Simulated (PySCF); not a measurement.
System: C5H5N (SMILES CC1(C#N)C=C1).

Input file:

```
{"job": {"kind": "nmr", "xc": "B3LYP", "basis": "pcSseg-1", "pop": false}, "charge": 0, "multiplicity": 1}
C     -1.232118    -0.563221    -0.029179
C      0.076319     0.205431    -0.077957
C     -0.031159     1.515036    -0.634739
N     -0.114542     2.566756    -1.081700
C      1.399547    -0.514399    -0.228081
C      1.160244    -0.032324     0.951570
H     -1.966024    -0.031251     0.574908
H     -1.067331    -1.546893     0.405545
H     -1.641067    -0.686581    -1.031240
H      2.011497    -1.040142    -0.917733
H      1.426331     0.138271     1.964752
```

Command:

```sh
OMP_NUM_THREADS=1 python ens_run.py task.json out
```

Geometry: GFN2-xTB.

Method: B3LYP/pcSseg-1, SCF density, gas phase, non-relativistic (PySCF).

What will maps of the electron density and electron localisation function show?

Answer. C–N (1.15 Å): ρ is about 3.6 e/Å³ halfway; the ELF peaks at about 0.85 between the atoms: a multiple bond.
C–H (1.09 Å): ρ is about 2 e/Å³ halfway; the ELF climbs to about 1 towards the hydrogen, as it does in any bond to H; a covalent bond by its length.
C–C (1.43 Å): ρ is about 1.9 e/Å³ halfway; the ELF peaks at about 0.95 between the atoms, as expected for localised, covalent bonding.

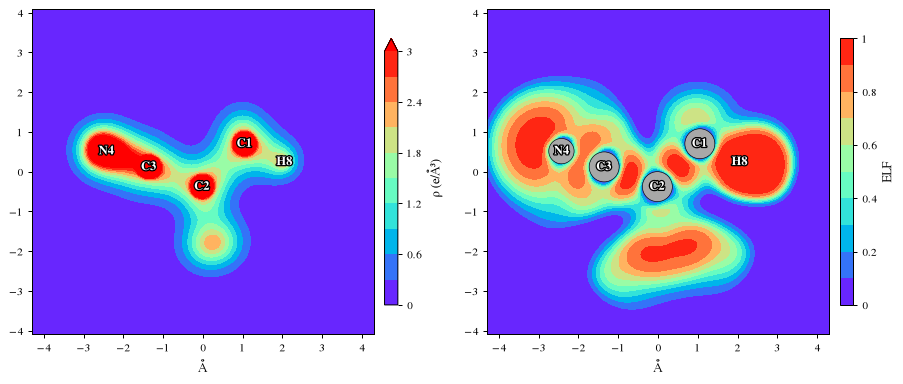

Computed electron density and electron localisation function on the plane of atoms C2, C1 and H8, in this order. Grey discs cover the atomic cores in the ELF map. 
